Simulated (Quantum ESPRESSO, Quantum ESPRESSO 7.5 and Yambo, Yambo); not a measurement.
# Quasiparticle gap of PtSe2 (1T monolayer) in Yambo

Aim: the G0W0 gap of PtSe2 (1T monolayer) on PBE, step by step.

Calculated with Quantum ESPRESSO 7.5 and Yambo 5.3.0; PBE and many-body steps on it, plane waves.

**What was measured.**

- Gap 1.9 ± 0.05 eV: quasiparticle gap from STS, domains aligned with graphene; scanning tunneling spectroscopy; 8.5 K; monolayer (MBE-grown monolayer on epitaxial bilayer graphene, twist angle near 0 deg) on bilayer graphene on SiC(0001) (“Angular dependence of the interlayer coupling at the interface between two dimensional materials 1T-PtSe2 and graphene”, 2023, arxiv:2311.08165).

- Gap 2 ± 0.1 eV: quasiparticle gap of the first layer from STS; scanning tunnelling spectroscopy; 77 K; monolayer (MBE-grown first layer on HOPG) on HOPG (“Precise Layer-Dependent Electronic Structure of MBE-Grown PtSe2”, 2021, arxiv:2105.03334).

- Gap 1.95 ± 0.05 eV: quasiparticle gap of 1 ML from STS, average over islands; scanning tunnelling spectroscopy; monolayer (MBE-grown monolayer islands on bilayer graphene) on bilayer graphene on SiC(0001) (“Atomic-layer controlled THz Spintronic emission from Epitaxially grown Two dimensional PtSe2/ferromagnet heterostructures”, 2023, arxiv:2305.06895).

## Step 1: The starting structure

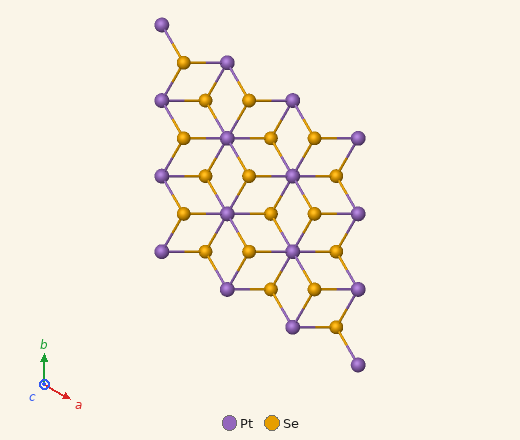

The cell as given, from above (platinum purple, selenium orange). 3×3×1 cells are drawn. Some periodic images of atoms are drawn too.

The cell holds 3 atoms: 1 Pt and 2 Se. Cell: a = 3.853 Å, b = 3.853 Å, c = 15.000 Å, α = 90.0°, β = 90.0°, γ = 120.0°. It derives from  ([{'formula': 'PtSe2', 'spacegroup': 164, 'source': 'prototype of the bulk crystal'}]). Vacuum lies along c.

The start is a generated structure, not a measured one. Spin-orbit coupling is left out unless a step names it.

## Step 2: Relaxation

This step: Quantum ESPRESSO 7.5; DFT, PBE, plane waves, norm-conserving pseudopotentials.

Gaps follow bond lengths, so the structure is brought to rest first.

The input, pw.in:

```
&control
  calculation = 'vc-relax'
  prefix = 'x'
  outdir = 'o'
  pseudo_dir = 'pseudo'
  forc_conv_thr = 4e-4
  nstep = 60
/
&system
  ibrav = 0
  nat = 3
  ntyp = 2
  ecutwfc = 98.89999999999999
  nbnd = 30
  force_symmorphic = .true.
  occupations = 'smearing'
  smearing = 'fd'
  degauss = 0.002
/
&electrons
  conv_thr = 1e-9
  electron_maxstep = 80
  mixing_beta = 0.5
/
&ions
/
&cell
  press_conv_thr = 0.3
  cell_dofree = '2Dxy'
/
ATOMIC_SPECIES
  Pt 195.08 Pt.upf
  Se 78.971 Se.upf
CELL_PARAMETERS angstrom
  3.8527425800 0.0000000000 0.0000000000
  -1.9263712900 3.3365729485 0.0000000000
  0.0000000000 0.0000000000 15.0000000000
ATOMIC_POSITIONS crystal
  Pt 0.0000000000 0.0000000000 0.5000000000
  Se 0.3333333333 0.6666666667 0.6043677216
  Se 0.6666666667 0.3333333333 0.3956322784
K_POINTS automatic
  6 6 1 0 0 0
```

Started as:

```bash
$ OMP_NUM_THREADS=1 mpirun -n 8 pw.x -nk 8 -in pw.in > pw.out
```

Log:

```text
Program PWSCF v.7.5 starts

     This program is part of the open-source Quantum ESPRESSO suite
     for quantum simulation of materials; please cite
         "P. Giannozzi et al., J. Phys.:Condens. Matter 21 395502 (2009);
         "P. Giannozzi et al., J. Phys.:Condens. Matter 29 465901 (2017);
         "P. Giannozzi et al., J. Chem. Phys. 152 154105 (2020);
     in publications or presentations arising from this work. More details at
     Message from routine setup:
     using ibrav=0 with symmetry is DISCOURAGED, use correct ibrav instead

     Message from routine divide_et_impera:
     suboptimal parallelization: some nodes have no k-points

     G-vector sticks info

     bravais-lattice index     =            0
     lattice parameter (alat)  =       7.2806  a.u.
     unit-cell volume          =    1301.2432 (a.u.)^3
     number of atoms/cell      =            3
     number of atomic types    =            2
     number of electrons       =        50.00
     number of Kohn-Sham states=           30
     kinetic-energy cutoff     =      98.9000  Ry
     charge density cutoff     =     395.6000  Ry
     scf convergence threshold =      1.0E-09
     mixing beta               =       0.5000
     number of iterations used =            8  plain     mixing
     energy convergence thresh.=      1.0E-04
     force convergence thresh. =      4.0E-04
     press convergence thresh. =      3.0E-01
     Exchange-correlation= PBE
                           (   1   4   3   4   0   0   0)
     nstep                     =           60

     celldm(1)=   7.280628  celldm(2)=   0.000000  celldm(3)=   0.000000
     celldm(4)=   0.000000  celldm(5)=   0.000000  celldm(6)=   0.000000

     crystal axes: (cart. coord. in units of alat)
               a(1) = (   1.000000   0.000000   0.000000 )
               a(2) = (  -0.500000   0.866025   0.000000 )
               a(3) = (   0.000000   0.000000   3.893330 )

     reciprocal axes: (cart. coord. in units 2 pi/alat)
               b(1) = (  1.000000  0.577350 -0.000000 )
               b(2) = (  0.000000  1.154701  0.000000 )
               b(3) = (  0.000000 -0.000000  0.256850 )
     Pseudo is Norm-conserving + core correction, Zval = 18.0
     Generated using ONCVPSP code by D. R. Hamann
     Using radial grid of 1374 points,  8 beta functions with:
     Pseudo is Norm-conserving + core correction, Zval = 16.0
     Generated using ONCVPSP code by D. R. Hamann
     Using radial grid of 1214 points,  6 beta functions with:
     Pt               18.00   195.08000     Pt( 1.00)
     Se               16.00    78.97100     Se( 1.00)

     12 Sym. Ops., with inversion, found

   Cartesian axes

     site n.     atom                  positions (alat units)
[...]
Se               16.00    78.97100     Se( 1.00)

     12 Sym. Ops., with inversion, found

   Cartesian axes

     site n.     atom                  positions (alat units)
         1        Pt     tau(   1) = (   0.0000000   0.0000000   1.9466652  )
         2        Se     tau(   2) = (  -0.0000000   0.5621350   2.2852893  )
         3        Se     tau(   3) = (   0.4868232   0.2810675   1.6080412  )

     number of k points=     7  Fermi-Dirac smearing, width (Ry)=  0.0020
                       cart. coord. in units 2pi/alat
[...]
k(    6) = (   0.1711778   0.4941478   0.0000000), wk =   0.6666667
        k(    7) = (   0.3423557   0.5929774   0.0000000), wk =   0.1111111

     Dense  grid:   163931 G-vectors     FFT dimensions: (  45,  45, 180)

     Initial potential from superposition of free atoms

     starting charge      49.9997, renormalised to      50.0000
     Starting wfcs are   28 randomized atomic wfcs +    2 random wfcs

     per-process dynamical memory:   130.6 Mb

     Self-consistent Calculation

[...]
total energy              =    -746.21545530 Ry
[...]
iteration # 11     ecut=    98.90 Ry     beta= 0.50

     total energy              =    -746.21545530 Ry
     estimated scf accuracy    <          4.0E-11 Ry

     iteration # 12     ecut=    98.90 Ry     beta= 0.50

     End of self-consistent calculation

[...]
k = 0.0000 0.1977 0.0000 ( 20453 PWs)   bands (ev):

[...]
k = 0.0000 0.3953 0.0000 ( 20490 PWs)   bands (ev):

[...]
-46.9562 -46.9561 -46.9554 -46.9547 -46.9385 -46.9384 -12.5877 -11.8573
    -4.8941  -4.2183  -4.0927  -3.3484  -2.5045  -1.8411  -0.9428  -0.4720
[...]
k =-0.0000-0.5930 0.0000 ( 20484 PWs)   bands (ev):

     [... further k-points ...]

     the Fermi energy is     1.2976 ev

!    total energy              =    -746.21545530 Ry
     estimated scf accuracy    <          2.9E-12 Ry
     smearing contrib. (-TS)   =      -0.00000000 Ry
     internal energy E=F+TS    =    -746.21545530 Ry

     The total energy is F=E-TS. E is the sum of the following terms:
     one-electron contribution =   -2187.70106277 Ry
     hartree contribution      =    1088.13702069 Ry
     xc contribution           =    -144.31660736 Ry
     ewald contribution        =     497.66519414 Ry

     convergence has been achieved in  12 iterations

     Forces acting on atoms (cartesian axes, Ry/au):

[...]
atom    2 type  2   force =    -0.00000000   -0.00000000   -0.00017625
     atom    3 type  2   force =    -0.00000000   -0.00000000    0.00017625

     Total force =     0.000249     Total SCF correction =     0.000009

     Computing stress (Cartesian axis) and pressure

          total   stress  (Ry/bohr**3)                   (kbar)     P=       -0.14
[...]
-0.00000000  -0.00000089   0.00000000           -0.00       -0.13        0.00
  -0.00000000  -0.00000000  -0.00000100           -0.00       -0.00       -0.15

     XML data file, charge density, pseudopotentials, collected wavefunctions

=------------------------------------------------------------------------------=
   JOB DONE.
=------------------------------------------------------------------------------=
```

Run time: 2.2 min. Hardware: 8 MPI ranks of Arm Neoverse V2, shared host; peak memory 1.4 GiB.

The steps of the relaxation:

```tsv
step	energy less that of the first step (eV)	largest force (eV/Å)	volume (Å³)
1	0.0000	2.4736	192.82
2	-0.3289	2.1140	189.56
3	-0.6207	1.6158	186.05
4	-0.8804	0.6421	180.99
5	-0.9110	0.0574	178.42
6	-0.9140	0.0859	179.22
7	-0.9154	0.1038	179.71
8	-0.9171	0.1015	180.25
9	-0.9192	0.0807	181.06
10	-0.9211	0.0337	182.27
11	-0.9213	0.0045	182.80
12	-0.9210	0.0045	182.80
```

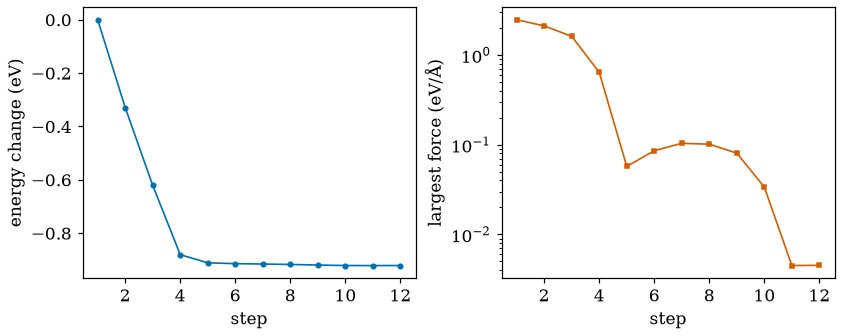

Energy and largest force along the relaxation.

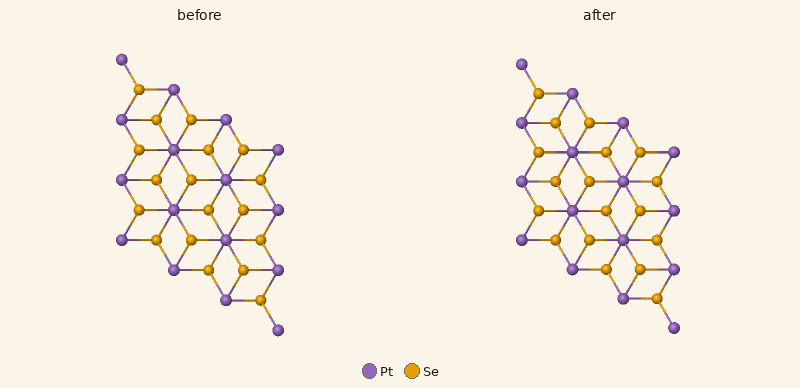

Before and after, at one scale.

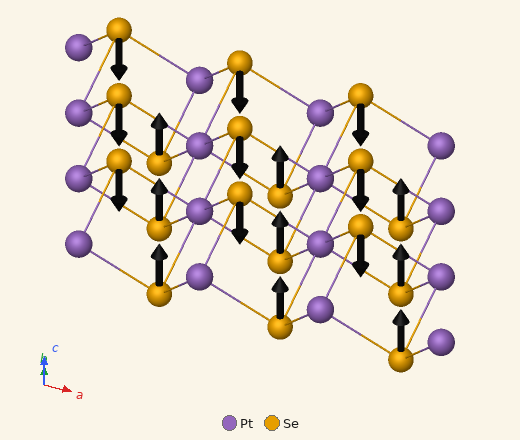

Displacements in the relaxation, exaggerated, measured against the changing cell; the longest in the cell stands for 0.26 Å. 3×3×1 cells are drawn. Some periodic images of atoms are drawn too.

```tsv
cell as run	before	after	change
a (Å)	3.853	3.751	-2.6 %
b (Å)	3.853	3.751	-2.6 %
```

The atoms that moved most (Å, along periodic axes as changes of fractional coordinates times the final cell, across vacuum about the mean position):

```tsv
atom	dx	dy	dz	length
Se2	0.000	0.000	-0.261	0.261
Se3	0.000	0.000	0.261	0.261
```

The relaxed structure:

```
CELL_PARAMETERS angstrom
3.75121 0.00000 0.00000
-1.87560 3.24864 0.00000
0.00000 0.00000 15.00000
ATOMIC_POSITIONS crystal
Pt 0.00000 0.00000 0.50000
Se 0.33333 0.66667 0.58698
Se 0.66667 0.33333 0.41302
```

## Step 3: Ground state

The ground-state density comes first.

The input, pw.in:

```
&control
  calculation = 'scf'
  prefix = 'x'
  outdir = 'o'
  pseudo_dir = 'pseudo'
  tprnfor = .true.
  tstress = .true.
/
&system
  ibrav = 0
  nat = 3
  ntyp = 2
  ecutwfc = 104.0
  nbnd = 38
  force_symmorphic = .true.
/
&electrons
  conv_thr = 1e-10
  electron_maxstep = 80
  mixing_beta = 0.5
/
ATOMIC_SPECIES
  Pt 195.08 Pt.upf
  Se 78.971 Se.upf
CELL_PARAMETERS angstrom
  3.7512086967 -0.0000000002 0.0000000000
  -1.8756043482 3.2486420263 0.0000000000
  0.0000000000 0.0000000000 15.0000000000
ATOMIC_POSITIONS crystal
  Pt 0.0000000000 0.0000000000 0.5000000000
  Se 0.3333333333 0.6666666667 0.5869754134
  Se 0.6666666667 0.3333333333 0.4130245866
K_POINTS automatic
  9 9 1 0 0 0
```

Log:

```text
[banner, memory and clock lines left out]
Program PWSCF v.7.5 starts

     Message from routine setup:
     using ibrav=0 with symmetry is DISCOURAGED, use correct ibrav instead

     G-vector sticks info

     bravais-lattice index     =            0
     lattice parameter (alat)  =       7.0888  a.u.
     unit-cell volume          =    1233.5619 (a.u.)^3
     number of atoms/cell      =            3
     number of atomic types    =            2
     number of electrons       =        66.00
     number of Kohn-Sham states=           38
     kinetic-energy cutoff     =     104.0000  Ry
     charge density cutoff     =     416.0000  Ry
     scf convergence threshold =      1.0E-10
     mixing beta               =       0.5000
     number of iterations used =            8  plain     mixing
     Exchange-correlation= PBE
                           (   1   4   3   4   0   0   0)

     celldm(1)=   7.088757  celldm(2)=   0.000000  celldm(3)=   0.000000
     celldm(4)=   0.000000  celldm(5)=   0.000000  celldm(6)=   0.000000

     crystal axes: (cart. coord. in units of alat)
               a(1) = (   1.000000  -0.000000   0.000000 )
               a(2) = (  -0.500000   0.866025   0.000000 )
               a(3) = (   0.000000   0.000000   3.998711 )

     reciprocal axes: (cart. coord. in units 2 pi/alat)
               b(1) = (  1.000000  0.577350 -0.000000 )
               b(2) = (  0.000000  1.154701 -0.000000 )
               b(3) = ( -0.000000 -0.000000  0.250081 )
     Pseudo is Norm-conserving + core correction, Zval = 18.0
     Generated using ONCVPSP code by D. R. Hamann
     Using radial grid of 1374 points,  8 beta functions with:
     Pseudo is Norm-conserving + core correction, Zval = 24.0
     Generated using ONCVPSP code by D. R. Hamann
     Using radial grid of 1214 points,  6 beta functions with:
     Pt               18.00   195.08000     Pt( 1.00)
     Se               24.00    78.97100     Se( 1.00)

     12 Sym. Ops., with inversion, found

   Cartesian axes

     site n.     atom                  positions (alat units)
         1        Pt     tau(   1) = (   0.0000000   0.0000000   1.9993556  )
         2        Se     tau(   2) = (  -0.0000000   0.5773503   2.3471451  )
         3        Se     tau(   3) = (   0.5000000   0.2886751   1.6515660  )

     number of k points=    12
                       cart. coord. in units 2pi/alat
        k(    1) = (   0.0000000   0.0000000   0.0000000), wk =   0.0246914
        k(    2) = (   0.0000000   0.1283001   0.0000000), wk =   0.1481481
        k(    3) = (   0.0000000   0.2566001   0.0000000), wk =   0.1481481
        k(    4) = (   0.0000000   0.3849002   0.0000000), wk =   0.1481481
        k(    5) = (   0.0000000   0.5132002   0.0000000), wk =   0.1481481
        k(    6) = (   0.1111111   0.1924501   0.0000000), wk =   0.1481481
        k(    7) = (   0.1111111   0.3207501   0.0000000), wk =   0.2962963
        k(    8) = (   0.1111111   0.4490502   0.0000000), wk =   0.2962963
        k(    9) = (   0.1111111   0.5773503   0.0000000), wk =   0.1481481
        k(   10) = (   0.2222222   0.3849002   0.0000000), wk =   0.1481481
        k(   11) = (   0.2222222   0.5132002   0.0000000), wk =   0.2962963
        k(   12) = (   0.3333333   0.5773503   0.0000000), wk =   0.0493827

     Dense  grid:   176333 G-vectors     FFT dimensions: (  48,  48, 192)

     Initial potential from superposition of free atoms

     starting charge      65.9997, renormalised to      66.0000
     Starting wfcs are   36 randomized atomic wfcs +    2 random wfcs

     per-process dynamical memory:   137.6 Mb

     Self-consistent Calculation

     iteration #  1     ecut=   104.00 Ry     beta= 0.50

     Threshold (ethr) on eigenvalues was too large:
     Diagonalizing with lowered threshold

     total energy              =   -1614.18126236 Ry
     estimated scf accuracy    <       0.31979306 Ry

     iteration #  2     ecut=   104.00 Ry     beta= 0.50

     total energy              =   -1614.23518449 Ry
     estimated scf accuracy    <       0.57636706 Ry

     iteration #  3     ecut=   104.00 Ry     beta= 0.50

     total energy              =   -1614.32208853 Ry
     estimated scf accuracy    <       0.00487890 Ry

     iteration #  4     ecut=   104.00 Ry     beta= 0.50

     total energy              =   -1614.32234869 Ry
     estimated scf accuracy    <       0.00096399 Ry

     iteration #  5     ecut=   104.00 Ry     beta= 0.50

     total energy              =   -1614.32241081 Ry
     estimated scf accuracy    <       0.00001716 Ry

     iteration #  6     ecut=   104.00 Ry     beta= 0.50

     total energy              =   -1614.32241553 Ry
     estimated scf accuracy    <       0.00000352 Ry

     iteration #  7     ecut=   104.00 Ry     beta= 0.50

     total energy              =   -1614.32241647 Ry
     estimated scf accuracy    <       0.00000059 Ry

     iteration #  8     ecut=   104.00 Ry     beta= 0.50

     total energy              =   -1614.32241650 Ry
     estimated scf accuracy    <       0.00000007 Ry

     iteration #  9     ecut=   104.00 Ry     beta= 0.50

     total energy              =   -1614.32241651 Ry
     estimated scf accuracy    <          8.0E-09 Ry

     iteration # 10     ecut=   104.00 Ry     beta= 0.50

     End of self-consistent calculation

          k = 0.0000 0.0000 0.0000 ( 22125 PWs)   bands (ev):

  -207.1274-207.1274-146.6148-146.6148-146.6147-146.6147-146.5687-146.5687
   -97.9356 -52.0852 -52.0852 -52.0081 -46.7891 -46.7891 -46.7876 -46.7876
   -46.7472 -46.7472 -46.7444 -46.7444 -46.7317 -46.7314 -13.3340 -11.5590
    -4.4340  -4.4340  -4.3839  -2.1851  -2.1851  -0.6046   0.0281   0.5605
     0.5605   3.5221   3.5221   4.9117   5.8464   6.0551

          k = 0.0000 0.1283 0.0000 ( 22166 PWs)   bands (ev):

  -207.1274-207.1274-146.6148-146.6148-146.6147-146.6147-146.5687-146.5687
   -97.9356 -52.0862 -52.0855 -52.0080 -46.7890 -46.7890 -46.7878 -46.7876
   -46.7471 -46.7469 -46.7447 -46.7445 -46.7317 -46.7314 -13.2064 -11.5704
    -4.4475  -4.3560  -4.2586  -2.3783  -2.2767  -1.0207   0.2421   0.5027
     0.5544   2.7643   3.3448   5.2673   6.0610   6.4050

          k = 0.0000 0.2566 0.0000 ( 22134 PWs)   bands (ev):

  -207.1274-207.1274-146.6148-146.6148-146.6148-146.6147-146.5687-146.5687
   -97.9356 -52.0887 -52.0862 -52.0078 -46.7888 -46.7886 -46.7882 -46.7876
   -46.7467 -46.7464 -46.7454 -46.7447 -46.7315 -46.7313 -12.8541 -11.6031
    -4.4360  -4.1701  -3.9578  -3.0475  -2.4074  -1.5162   0.1907   0.3294
     0.4558   1.9566   3.1398   5.9230   6.2947   6.6704

          k = 0.0000 0.3849 0.0000 ( 22140 PWs)   bands (ev):

     [... further k-points ...]

     highest occupied, lowest unoccupied level (ev):     0.5605    1.9566

!    total energy              =   -1614.32241652 Ry
     estimated scf accuracy    <          3.4E-11 Ry

     The total energy is the sum of the following terms:
     one-electron contribution =   -4371.14620461 Ry
     hartree contribution      =    2118.60442518 Ry
     xc contribution           =    -162.83942839 Ry
     ewald contribution        =     801.05879131 Ry

     convergence has been achieved in  10 iterations

     Forces acting on atoms (cartesian axes, Ry/au):

     atom    1 type  1   force =     0.00000000    0.00000000    0.00000000
     atom    2 type  2   force =     0.00000000    0.00000000   -0.00038696
     atom    3 type  2   force =     0.00000000    0.00000000    0.00038696

     Total force =     0.000547     Total SCF correction =     0.000113
     SCF correction compared to forces is large: reduce conv_thr to get better values

     Computing stress (Cartesian axis) and pressure

          total   stress  (Ry/bohr**3)                   (kbar)     P=        0.23
   0.00000108   0.00000000   0.00000000            0.16        0.00        0.00
   0.00000000   0.00000108   0.00000000            0.00        0.16        0.00
   0.00000000   0.00000000   0.00000252            0.00        0.00        0.37

     XML data file, charge density, pseudopotentials, collected wavefunctions
```

It took 31 s on 8 MPI ranks; peak memory 1.7 GiB.

Numbers from this step:

```yaml
total_energy: -21963.9754 eV
gap: 1.396 eV
k_of_the_valence_top: 0, 0, 0
k_of_the_conduction_bottom: 0, 0.2222, 0
least_direct_gap: 1.501 eV
pressure: 0.023 GPa
```

The gap is indirect, with the least direct gap 0.10 eV higher.

With these pseudopotential files and this cutoff the stress is not reliable, so the pressure is no result.

(Part 1 of 3 ends here.)

[Paths, hosts, dates, memory and timing lines, banners, echoed tables and standing remarks are left out of the program output.]

[Logs are printed without paths, hosts, clocks, repeated set-up lines and the standing remarks that a program may print on its own settings, such as how far it seeks lower states.]

[Runs of the session that timed out or met a known fault of the program may be left out.]

[Hosts, paths, dates, database ids (printed as entryN), source tags and the programs' standing remarks are cut or masked in the printed files.]
